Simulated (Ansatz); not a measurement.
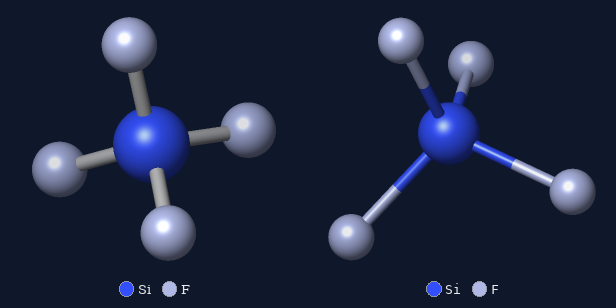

Two views of one molecule.

Computed geometry: PBE0-D4/def2-TZVP optimisation.

Description:

Formula SiF4. The point group is Td. Coordination: 1 Si tetrahedral.

More results for the same structure follow; atom numbers are the same in all pictures, views and colours differ.

Electronic properties

Method: RKS PBE0-D4/def2-TZVPP (Ansatz 0.2.0).

Give the HOMO energy (Kohn–Sham orbital) at this level.

Answer. −12.77 eV.

Give the LUMO energy (Kohn–Sham orbital) at this level.

Answer. 0.53 eV.

Charges

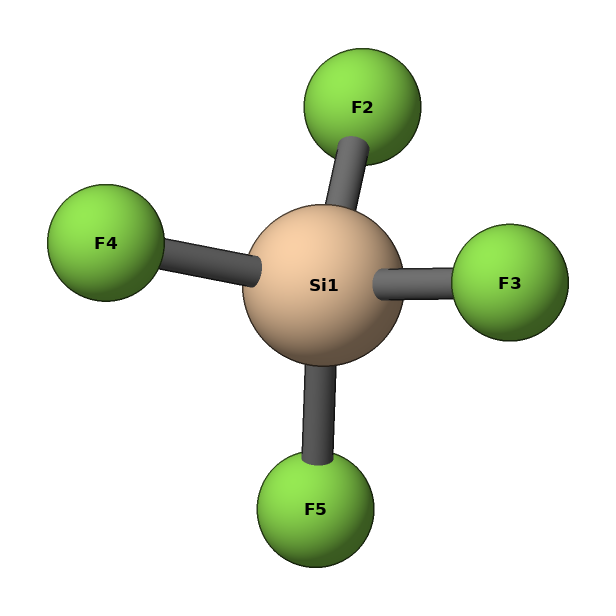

The questions are on Mulliken charges. Level of theory: RKS PBE0-D4/def2-TZVP (Ansatz 0.2.0).

Give the Mulliken charges atom by atom.

```
atom  value (e)
 Si1       1.04
  F2      −0.26
  F3      −0.26
  F4      −0.26
  F5      −0.26
```

Vibrations

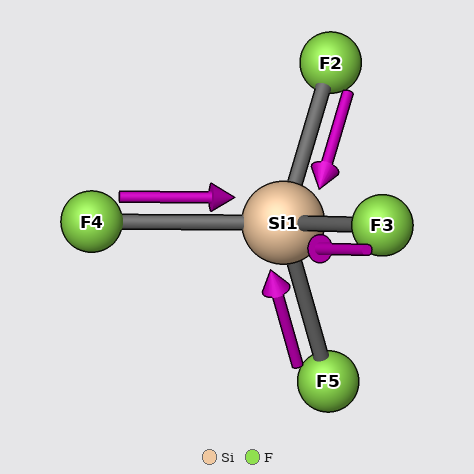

The arrows show one normal mode. Harmonic vibrations computed with RKS PBE0-D4/def2-TZVP (Ansatz 0.2.0) at a stationary point of the same level.

Describe the motion.

Answer. Mostly in-phase stretching of 4 F–Si bonds.

Estimate its harmonic wavenumber.

Answer. 796 cm⁻¹; it is mode 6 of 9 counted from the lowest.

Thermal motion

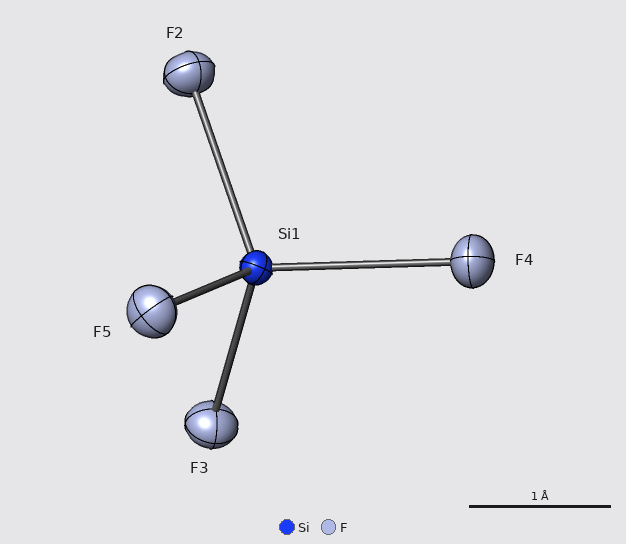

Displacement ellipsoids at the 50 % level, enlarged 3 times, from the internal vibrations of the free molecule (harmonic, no overall translation or rotation; no half-axis is drawn under 0.075 Å). Vibrations computed with RKS PBE0-D4/def2-TZVP (Ansatz 0.2.0). Temperature: 200 K.

Which atom has the largest mean-square displacement?

Answer. F2, F3, F4, F5, with U_eq = 0.0015 Å².

Give the displacement parameters, one line for each set of equivalent atoms.

```json
{"atom": "Si1", "U_eq (Å²)": "0.00069", "rms amplitudes (Å)": "0.026, 0.026, 0.026"}
{"atom": "F2, F3, F4, F5", "U_eq (Å²)": "0.0015", "rms amplitudes (Å)": "0.034, 0.041, 0.041"}
```

Mulliken values depend strongly on the basis set and can even reverse the polarity of a bond.
